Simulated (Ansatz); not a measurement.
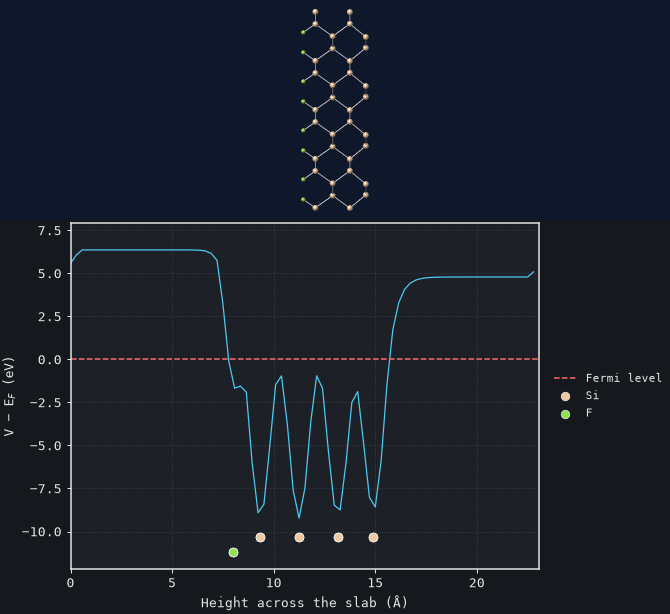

Plane-averaged electrostatic potential energy of an electron across the slab; circles at the bottom mark the heights of the atoms (positions after relaxation). The structure is drawn too.

Structure: a (110) slab cut from Si (Fd-3m), of composition Si4F (not the bulk's), ended by Si planes, 40 atoms in the cell.

Computed with Ansatz: DFT PBE+D3(BJ), scalar-relativistic, plane waves, PAW, no spin polarisation, 2×2×1 k mesh, 420 eV cutoff, Gaussian smearing of 0.05 eV.

> What is the work function?

The work function is 4.79 eV at the right face and 6.36 eV at the left.

> How thick are slab and vacuum?

The outermost atoms are 6.9 Å apart, which leaves 16.2 Å of vacuum in a cell 23.1 Å high.

> Do the two faces differ, and what does that say about the slab's dipole?

The vacuum level is 1.57 eV higher at the left than at the right, so the slab carries a dipole along its normal; the ramp in the vacuum, at or near the edge of the plot, is the dipole correction that keeps each side flat. Some atoms were held fixed in the relaxation, which can itself make the faces differ.
